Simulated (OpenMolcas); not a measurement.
```
&GATEWAY
Basis set
Co.ANO-RCC-VDZP.
Co1 0.0 0.0 0.0 Angstrom
End of basis
Basis set
O.ANO-RCC-VDZP.
L1 2.258000 0.000000 0.000000 Angstrom
L2 0.000000 2.258000 0.000000 Angstrom
L3 0.000000 0.000000 2.258000 Angstrom
End of basis
Basis set
Mg.EMB-AIMP.Pascual.10s4p.1s1p.ECP.MgO.
PseudoCharge
* 3 symmetry-unique lattice sites within 7.6 angstrom
End of basis
Basis set
Mg.EMB-AIMP.Pascual.0s.0s.ECP.MgO.
PseudoCharge
* 40 symmetry-unique lattice sites within 7.6 angstrom
End of basis
Basis set
O.EMB-AIMP.Pascual.0s.0s.ECP.MgO.
PseudoCharge
* 55 symmetry-unique lattice sites within 7.6 angstrom
End of basis
Symmetry
XYZ
AngMom=0.0 0.0 0.0
AMFI
RICD
XField
997 Angstrom 0
* Evjen-weighted lattice charges
&SEWARD
&RASSCF
FileOrb=start.orb
Symmetry=1
Spin=4
nActEl=7 0 0
Inactive=18 21
Ras2=5 0
CIRoot=10 10 1
SDav=10
CIMx=300
Iter=150 100
PrWF=0.3
OrbListing=Nothing
MaxOrb=0
LevShft=1.0
>>> COPY $Project.JobIph JOB001
&RASSCF
FileOrb=start.orb
Symmetry=1
Spin=2
nActEl=7 0 0
Inactive=18 21
Ras2=5 0
CIRoot=40 40 1
SDav=40
CIMx=300
Iter=150 100
PrWF=0.3
OrbListing=Nothing
MaxOrb=0
LevShft=1.0
>>> COPY $Project.JobIph JOB002
&RASSI
NrOfJobIphs=2 10 40
1 2 3 4 5 6 7 8 9 10
1 2 3 4 5 6 7 8 9 10 11 12 13 14 15 16 17 18 19 20 21 22 23 24 25 26 27
28 29 30 31 32 33 34 35 36 37 38 39 40
IphNames
JOB001
JOB002
EJob
SpinOrbit
DIPRint=1.0
SOCoupling=1000.0
Subsets=2
Property=9
'ANGMOM' 1 'ANGMOM' 2 'ANGMOM' 3 'MLTPL  1' 1 'MLTPL  1' 2 'MLTPL  1' 3
'AMFI' 1 'AMFI' 2 'AMFI' 3
SOProperty=3
'ANGMOM' 1 'ANGMOM' 2 'ANGMOM' 3
```

Launched with:
```bash
OMP_NUM_THREADS=1 MOLCAS_MEM=2457 MOLCAS_PROJECT=a pymolcas a.inp > a.log  # once for each step of the input, in one work folder
```

Level of the calculation: state-averaged CASSCF, active space 7 electrons in the shell 3d, basis ANO-RCC-VDZP on all atoms, DKH2 scalar Hamiltonian, spin-orbit coupling by RASSI with atomic mean-field integrals (OpenMolcas).

Co²⁺ (3d⁷) as a dopant in MgO, a cluster with its 6 nearest O²⁻ at 2.258 Å (octahedron) embedded in model potentials and point charges; the geometry was set, not optimised. The cluster and the levels that result:

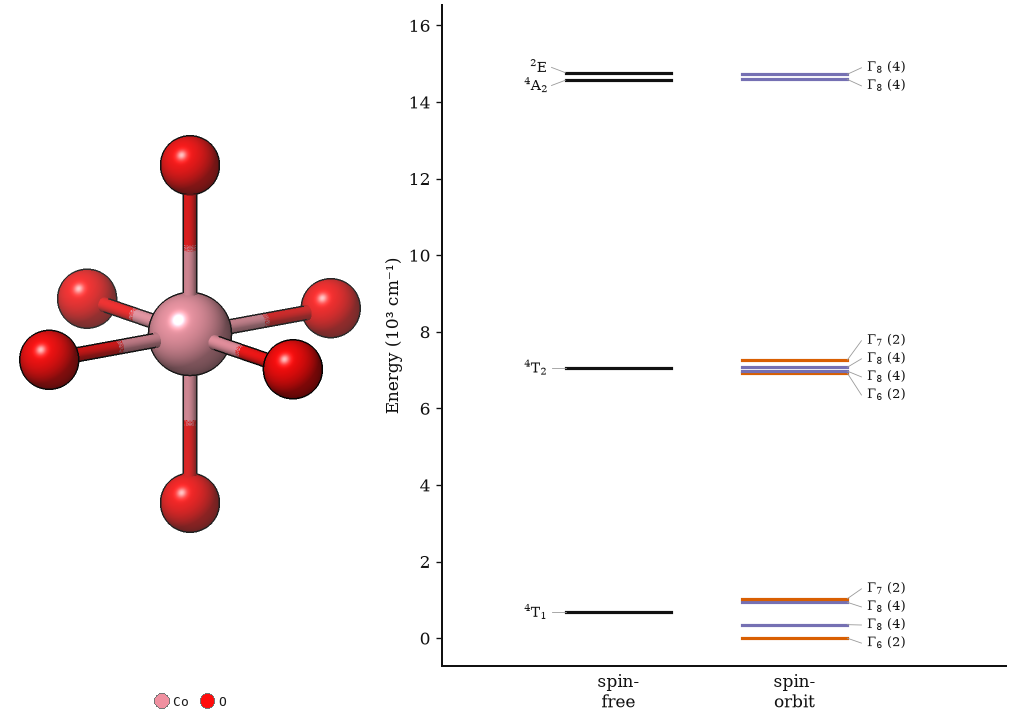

Labels give the representation in O, Td, D4 or D3 as the site allows (double group for half-integer spin) where it could be assigned and, in brackets, the degeneracy; spin-free states, where drawn, share the zero of the spin-orbit levels.

The ground level is Γ₆, a Kramers doublet, 100 % from states of spin multiplicity 4. Its principal g values are 4.44, 4.44 and 4.44, isotropic. The next level lies at 354 cm⁻¹ (Γ₈). The lowest spin-free state is ⁴T₁, from the free-ion F term; of the same spin there follow at 6,380 cm⁻¹ (⁴T₂) and 13,900 cm⁻¹ (⁴A₂) above it. A ligand-field fit to the spin-free states gives |10Dq| = 7,360 cm⁻¹, B = 1,180 and C = 4,350 cm⁻¹ (rms misfit 60 cm⁻¹). The active orbitals hold 94 to 98 % metal character (Löwdin), and the Mulliken charge of the metal is +0.99.

Caveat: small active space favours high spin, ground spin may be wrong; the geometry is set by hand, with no relaxation and no charge compensation.
